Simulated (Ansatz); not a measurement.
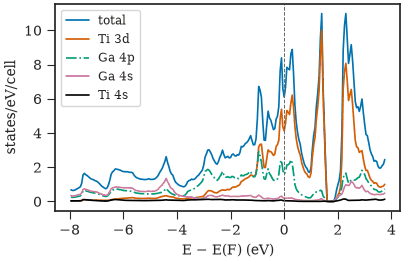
Fig. 1. Total and projected density of states of TiGa2 in space group Fddd (No. 70; Ga on 16f, Ti on 8b), PBE in the plane-wave PAW code Ansatz

### Question
Which orbitals carry the states next to the Fermi level?

### Answer
Within 0.5 eV of the Fermi level: Ti 3d 68 %, Ga 4p 26 %. Projections are on Löwdin-orthogonalised atomic valence shells; empty p or d shells of many metals are not among them.

The start of the workflow was typed in or built on a structure type; neither database checked (COD, Materials Project) lists it. Whether it is the stable phase at ambient conditions was not checked. The PBE relaxation kept the symmetry of its start; its stability against distortions is not shown here. The run is not spin-polarised. Scalar-relativistic: spin–orbit coupling is off unless named, which matters more the heavier the elements.

Potentials: the later of the program's two PAW sets.
